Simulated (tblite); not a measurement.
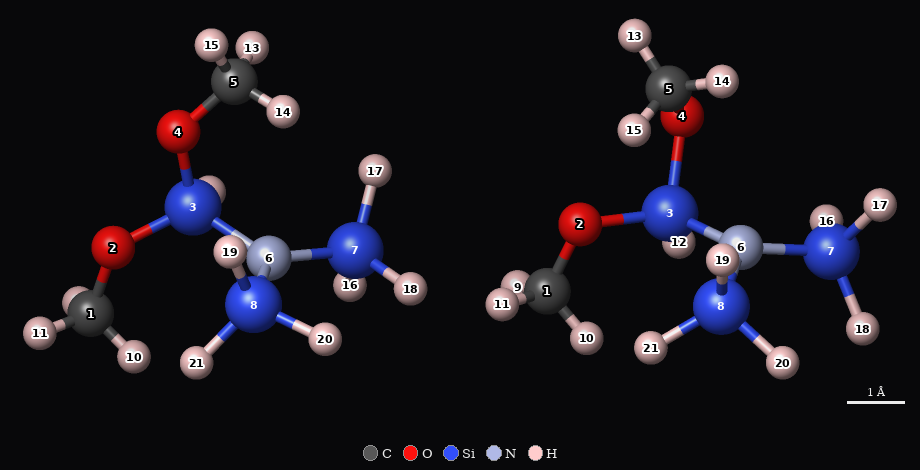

Two geometries of C₂H₁₃NO₂Si₃, drawn at one scale. One is the start of a relaxation, the other its converged end. A ball-and-stick model, seen at a tilt.

Theory: tblite 0.8.0, GFN2-xTB geometry optimisation, gas phase. 

### Which of the two is the end point?

The left one is the relaxed one. After 288 geometry steps the energy has fallen by 99.1 kJ/mol. The largest move after the best rigid fit is that of H15, 1.75 Å. By element the largest moves are H 1.75 Å, O 1.50 Å, C 0.58 Å, Si 0.41 Å, N 0.30 Å. Some distances before and after: Si3–O4 1.755 → 1.614 Å, O2–Si3 1.698 → 1.611 Å, C1–H11 1.130 → 1.091 Å, Si3–N6 1.714 → 1.747 Å. Bond angles that change, for instance: Si3–O4–C5 104.6° → 124.4°, C1–O2–Si3 113.8° → 124.8°, O4–Si3–H12 104.9° → 112.8°. Groups turn about O4–C5 by about 145°, Si3–O4 by about 110°.
